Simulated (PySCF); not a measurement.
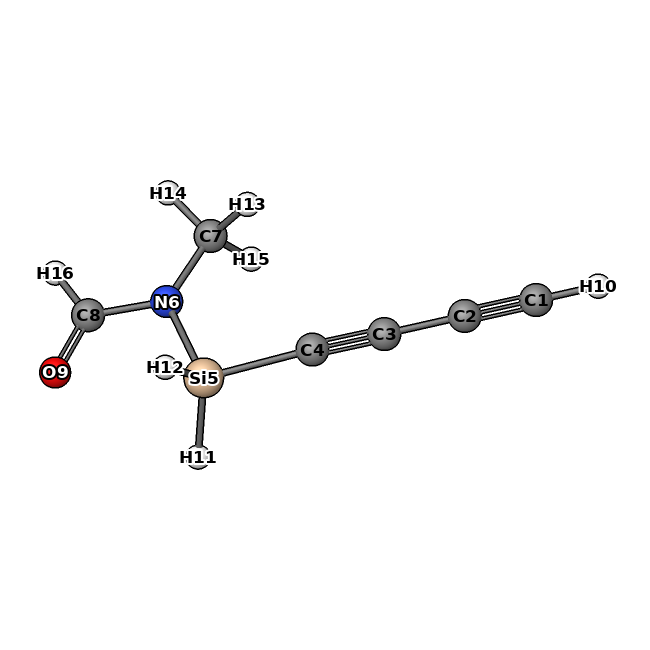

The questions are on Mulliken charges. The computed structure is the end point of a GFN2-xTB optimisation. No frequency run is at hand to confirm it as a minimum. Method: PBE0/pcSseg-1, gas phase (PySCF 2.14.0).

List the Mulliken charges.

```json
{"atom": "C1", "value (e)": "−0.41"}
{"atom": "C2", "value (e)": "0.24"}
{"atom": "C3", "value (e)": "0.23"}
{"atom": "C4", "value (e)": "−0.45"}
{"atom": "Si5", "value (e)": "0.81"}
{"atom": "N6", "value (e)": "−0.76"}
{"atom": "C7", "value (e)": "−0.04"}
{"atom": "C8", "value (e)": "0.46"}
{"atom": "O9", "value (e)": "−0.47"}
{"atom": "H10", "value (e)": "0.06"}
{"atom": "H11", "value (e)": "−0.06"}
{"atom": "H12", "value (e)": "−0.06"}
{"atom": "H13", "value (e)": "0.13"}
{"atom": "H14", "value (e)": "0.11"}
{"atom": "H15", "value (e)": "0.13"}
{"atom": "H16", "value (e)": "0.09"}
```

Mulliken values depend strongly on the basis set and can even reverse the polarity of a bond. The geometry is semi-empirical. Around Si such bond lengths and angles can be off by a tenth of an ångström or more and by several degrees, and values that hang on the shape move with them.
